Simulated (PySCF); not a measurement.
# B2PLYP/6-311G(d,p) run of CHF3S (trifluoromethanethiol)

Aim: the vertical ionisation energy of CHF3S (trifluoromethanethiol) at B2PLYP/6-311G**, from 2 runs. 

Program for the calculation: PySCF 2.14.0.

## Step 1: The system as given

CHF3S has 6 atoms, charge 0, and is taken as a singlet. As SMILES, `FC(F)(F)S`. The coordinates come from a PBE0-D4/def2-TZVP relaxation.

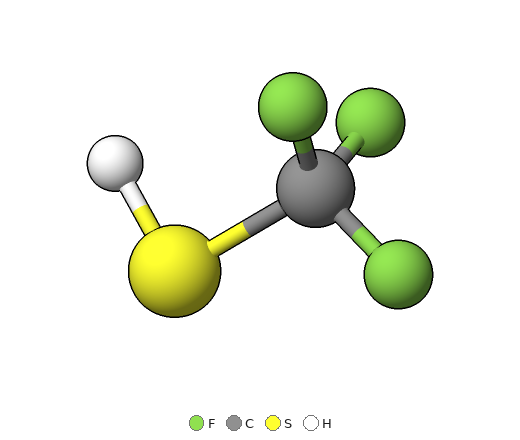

The structure, seen from a chosen angle (fluorine green, carbon grey, sulfur yellow, hydrogen white).

## Step 2: The energy at B2PLYP/6-311G(d,p)

Input file mol.xyz:

```xyz
6
CHF3S
F      0.555700    -0.904600     1.298300
C      0.126100    -0.394900     0.146500
F     -0.982300    -1.045000    -0.208500
F      1.041700    -0.649700    -0.788400
S     -0.150000     1.372100     0.387100
H     -0.549200     1.558100    -0.881200
```

Input file run.py:

```python
from pyscf import gto, dft, mp

mol = gto.M(
    atom='mol.xyz',
    verbose=3,
    basis='6-311g**',
    spin=0,
    max_memory=1860,
)

myscf = dft.RKS(mol, xc='0.53*HF + 0.47*B88, 0.73*LYP')
myscf.conv_tol = 1e-10
myscf.grids.level = 4
myscf.kernel()
if not myscf.converged:
    myscf = myscf.newton().run(myscf.mo_coeff, myscf.mo_occ)

pt = mp.MP2(myscf, frozen=9).run()
e_tot = myscf.e_tot + 0.27 * pt.e_corr
print('PT2 part  %.8f' % (0.27 * pt.e_corr))
print('E = %.10f Eh' % e_tot)
```

On the command line:

```bash
$ OMP_NUM_THREADS=1 python run.py
```

Log:

```text
converged SCF energy = -735.863412438189
E(RMP2) = -736.922863896363  E_corr = -1.05945145817306
E(SCS-RMP2) = -736.884882523181  E_corr = -1.02147008499155
PT2 part  -0.28605189
E = -736.1494643319 Eh
```

Run time: 17 s. Hardware: 1 thread of Arm Neoverse V1, shared host; peak memory 0.53 GiB.

## Step 3: The doublet cation at the same level

Input file run.py:

```python
from pyscf import gto, dft, mp

mol = gto.M(
    atom=[
    ('F', (0.555700, -0.904600, 1.298300)),
    ('C', (0.126100, -0.394900, 0.146500)),
    ('F', (-0.982300, -1.045000, -0.208500)),
    ('F', (1.041700, -0.649700, -0.788400)),
    ('S', (-0.150000, 1.372100, 0.387100)),
    ('H', (-0.549200, 1.558100, -0.881200)),
],
    basis='6-311g**',
    charge=1,
    spin=1,
    verbose=3,
    max_memory=1860,
)

myscf = dft.UKS(mol)
myscf.xc = '0.53*HF + 0.47*B88, 0.73*LYP'
myscf.conv_tol = 1e-10
myscf.grids.level = 4
myscf.kernel()
if not myscf.converged:
    myscf = myscf.newton().run(myscf.mo_coeff, myscf.mo_occ)

pt = mp.MP2(myscf, frozen=9).run()
energy = myscf.e_tot + 0.27 * pt.e_corr
print('PT2 part  %.8f' % (0.27 * pt.e_corr))
print('E(%s) = %.9f' % ('B2PLYP', energy))
```

On the command line:

```bash
$ OMP_NUM_THREADS=1 python run.py
```

Log:

```text
WARN: HOMO -0.300230947857273 >= LUMO -0.300230947857258

converged SCF energy = -735.474270381461  <S^2> = 0.75629543  2S+1 = 2.0062855
E(UMP2) = -736.515020638096  E_corr = -1.04075025663447
E(SCS-UMP2) = -736.477840066921  E_corr = -1.00356968546018
PT2 part  -0.28100257
E(B2PLYP) = -735.755272951
```

It took 36 s on 1 thread of Arm Neoverse V1, shared host; peak memory 0.55 GiB.

## Step 4: Summary of results

At B2PLYP/6-311G**, 9 core orbitals frozen:

```
                                                                quantity          value
                                             singlet CHF3S: total energy  -736.14946 Eh
                                 singlet CHF3S: dipole moment (SCF part)         1.62 D
                        singlet CHF3S: HOMO energy (SCF part's orbitals)       -9.38 eV
                        singlet CHF3S: LUMO energy (SCF part's orbitals)        0.92 eV
                      singlet CHF3S: HOMO–LUMO gap (SCF part's orbitals)       10.30 eV
                                            doublet cation: total energy  -735.75527 Eh
doublet cation: HOMO energy (SCF part's orbitals) (highest over α and β)      -19.41 eV
 doublet cation: LUMO energy (SCF part's orbitals) (lowest over α and β)      -11.81 eV
                                                    doublet cation: ⟨S²⟩          0.756
                      vertical ionisation energy (to the doublet cation)      10.726 eV
```

What this shows: Removing an electron at fixed nuclei costs 10.73 eV (1035 kJ/mol). −ε(HOMO) before ionisation, 9.38 eV, is 1.34 eV below this ionisation energy.
